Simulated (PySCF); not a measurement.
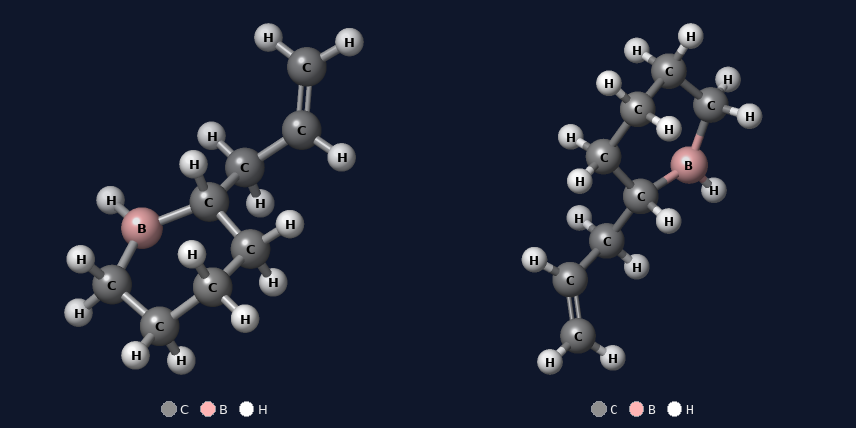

Two views of one molecule.

Describe the molecule.

Formula C₈H₁₅B. SMILES: `C=CC[C@H]1BCCCC1`. Independent rings (smallest set): 1 of 6 members. Among its groups: alkene, B–H bond. The point group is C1. Coordination: 2 C trigonal planar; 6 C tetrahedral; 1 B trigonal planar.

More results for the same structure follow; atom numbers are the same in all pictures, views and colours differ. The computed structure is the end point of a PBE0-D3(BJ)/def2-SVP optimisation. No frequency run is at hand to confirm it as a minimum.

Quadrupole coupling

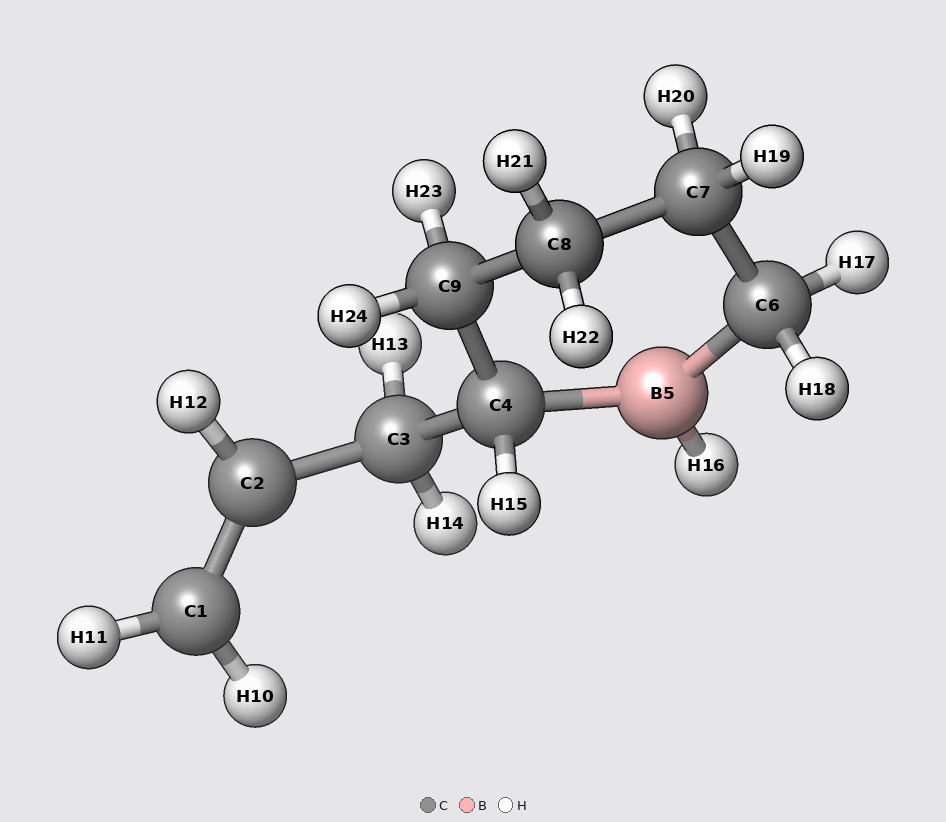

No frequency run is at hand to confirm it as a minimum. Electric field gradients from the ground-state density, PBE0/pcSseg-1 in benzene (IEF-PCM) (PySCF 2.14.0), non-relativistic apart from any core potentials.

Give the largest field-gradient component, the quadrupole coupling constant and the asymmetry for 11B at B5 (Q = 40.59 mb).

```csv
atom,V_zz (a.u.),e²qQ/h (MHz),η
B5,0.604,5.76,0.11
```

Dipole moment

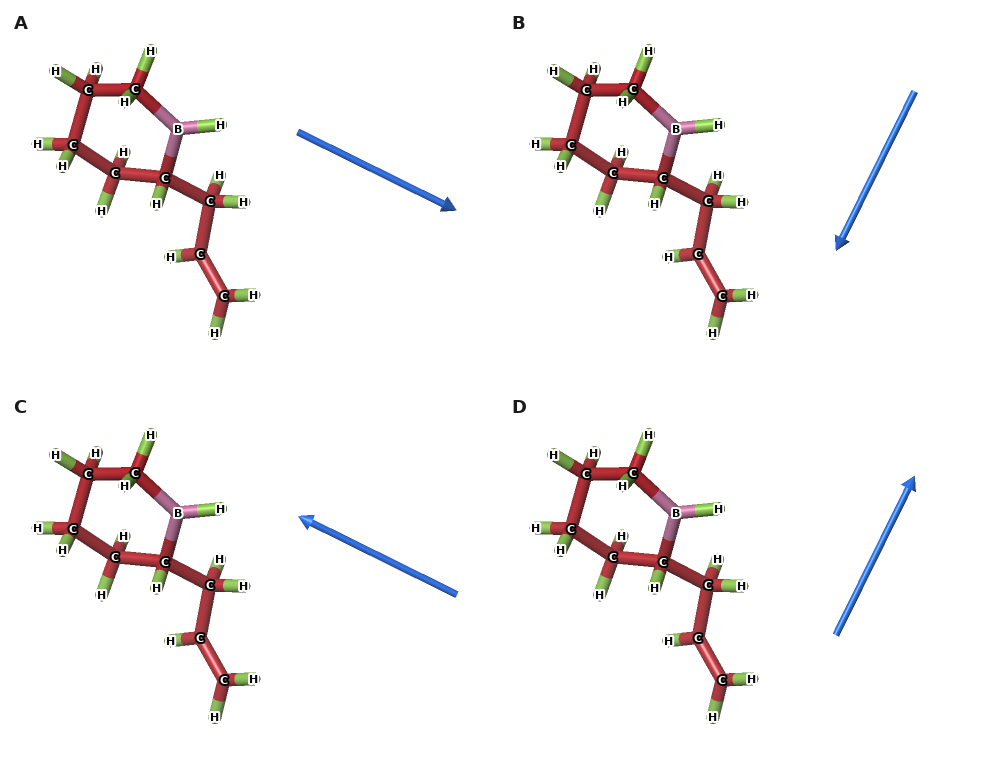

The same molecule four times, each with an arrow. No frequency run is at hand to confirm it as a minimum. Method: PBE0/pcSseg-1 in benzene (IEF-PCM) (PySCF 2.14.0).

Question: Which arrow points along the dipole moment, from the negative to the positive end?

Answer: C. The dipole moment is 0.86 D.

Charges

The questions are on ESP-fitted charges. No frequency run is at hand to confirm it as a minimum. Method: PBE0/pcSseg-1 in benzene (IEF-PCM) (PySCF 2.14.0).

List the ESP-fitted charges.

| atom | value (e) |
| --- | --- |
| C1 | −0.53 |
| C2 | −0.04 |
| C3 | −0.26 |
| C4 | 0.14 |
| B5 | 0.28 |
| C6 | −0.20 |
| C7 | 0.03 |
| C8 | −0.09 |
| C9 | −0.13 |
| H10 | 0.21 |
| H11 | 0.20 |
| H12 | 0.12 |
| H13 | 0.08 |
| H14 | 0.10 |
| H15 | 0.02 |
| H16 | −0.18 |
| H17 | 0.04 |
| H18 | 0.06 |
| H19 | 0.00 |
| H20 | 0.01 |
| H21 | 0.03 |
| H22 | 0.03 |
| H23 | 0.04 |
| H24 | 0.03 |
